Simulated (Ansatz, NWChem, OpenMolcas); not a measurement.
# Loss of H2O: C2H3O2 → C2HO + H2O

Species: C2H3O2 `[CH2]C(=O)O`, doublet; C2HO (ethynyloxy radical) `C#C[O]`, doublet; H2O (water) `O`, singlet. 

Shapes, held fixed at every level: PBE0-D4/def2-TZVP. Flexible molecules stand in one conformer, not always the lowest. Programs: Ansatz 0.2.0, NWChem 7.3.0, OpenMolcas 26.06. A level may come from different programs for different species; with the same settings they agree closely. The zero-point and thermal change to 298 K, harmonic and unscaled (PBE0-D4/def2-TZVP), is -13.4 kJ/mol.

| level | kind | ΔH(298 K) (kJ/mol) | less CCSD(T)/CBS estimate |
| --- | --- | --- | --- |
| SPW92/def2-TZVPP | LDA | +212.5 | +41.1 |
| PBE0/def2-SVP | global hybrid | +223.1 | +51.7 |
| B3LYP-D4/def2-TZVPP | global hybrid | +168.6 | -2.8 |
| PBE0-D4/def2-TZVPP | global hybrid | +189.8 | +18.4 |
| r2SCAN0-D4/def2-TZVPP | global hybrid | +194.3 | +22.9 |
| B2PLYP/def2-TZVPP | double hybrid | +166.5 | -4.9 |
| MP2/def2-TZVPP | perturbation theory | +175.5 | +4.1 |
| CCSD(T)/CBS estimate | coupled cluster or CI | +171.4 | 0.0 |

The highest level, CCSD(T)/CBS estimate, gives ΔH(298 K) = +171.4 kJ/mol; the levels span +166.5 to +223.1. The column of differences is taken from that level and isn't an error. No measured value is set beside it here. Spin contamination: C2H3O2 (⟨S²⟩ up to 0.80), C2HO (⟨S²⟩ up to 0.81). Open shells run unrestricted unless RO is named. The CBS estimate extrapolates MP2 from def2-TZVPP and def2-QZVPP and adds CCSD(T) − MP2 in the triple-zeta set, cores frozen.

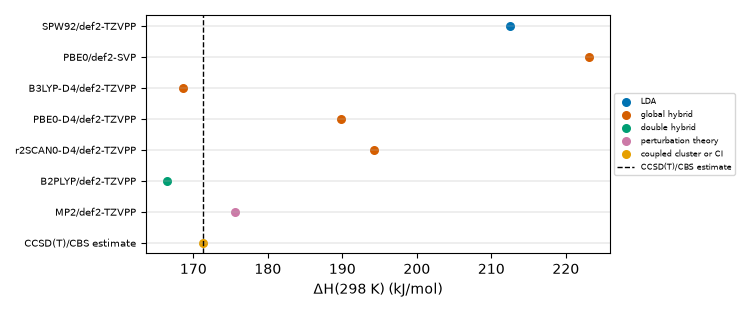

The values of the table, level by level.
